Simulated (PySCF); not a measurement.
```xyz
19

C    -2.3548   -0.3298   -0.9641
O    -1.2824    0.5775   -0.9074
C    -0.6950    0.6606    0.3610
C     0.4925    1.6484    0.4073
C     1.3751    0.5038    0.8465
C     2.2151   -0.2391   -0.1596
C     1.0072   -1.1821   -0.3723
C     0.2382   -0.5094    0.7791
H    -2.0355   -1.3490   -0.7173
H    -3.1560   -0.0355   -0.2741
H    -2.7286   -0.3039   -1.9858
H    -1.4601    0.8647    1.1244
H     0.3661    2.4459    1.1370
H     0.7415    2.0823   -0.5611
H     3.0704   -0.7520    0.2790
H     2.5510    0.3377   -1.0215
H     0.5240   -1.0269   -1.3347
H     1.2163   -2.2393   -0.2228
H    -0.0949   -1.1447    1.5941
```

Geometry: GFN2-xTB.

All numbers below come from UKS B3LYP, pcH-1 on C H O, non-relativistic, mean-field spin-orbit, GIAO in PySCF.

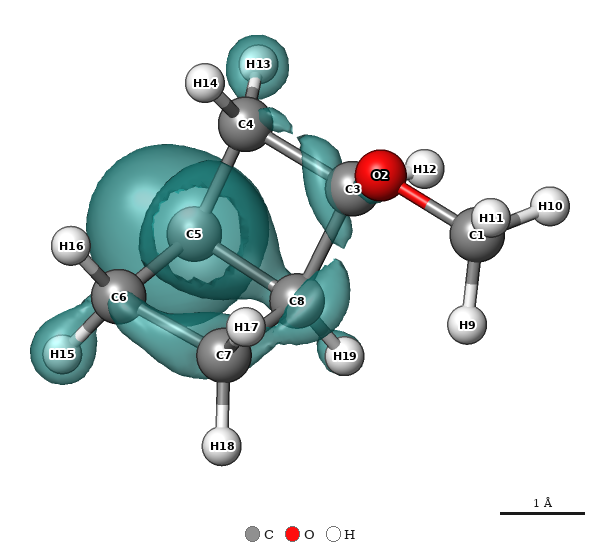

C₇H₁₁O (doublet). Isosurfaces of the spin density at +0.02 (teal) and −0.02 e/Å³ (pink), seen at a tilt.

> Which atoms carry the spin?

The unpaired spin (1 electron) lies mostly on C5 (about 0.7), in electrons by Hirshfeld's partition.
